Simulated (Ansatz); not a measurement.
```xyz
8
charge 1, multiplicity 2
C    -0.5528    1.3828    0.1832
In    0.0872   -0.6227   -0.0947
O     1.9617   -1.2432   -0.1602
Br   -1.4553   -2.5499   -0.3857
H    -0.0890    2.0155   -0.5731
H    -0.2423    1.7223    1.1712
H    -1.6365    1.4310    0.0981
H     2.0192   -2.1929   -0.2946
```

Geometry: the geometry of the neutral molecule.

Work out the structure from the coordinates.

Formula CH₄BrInO⁺. It is an open-shell species. Coordination: 1 C tetrahedral; 1 In trigonal planar; 1 O bent.

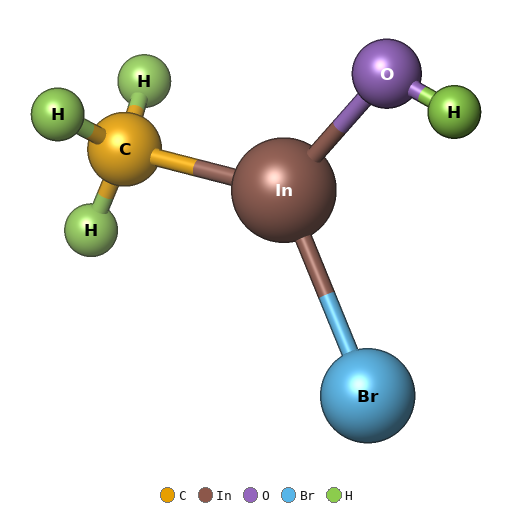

Simulated data, not a measurement (program: Ansatz).
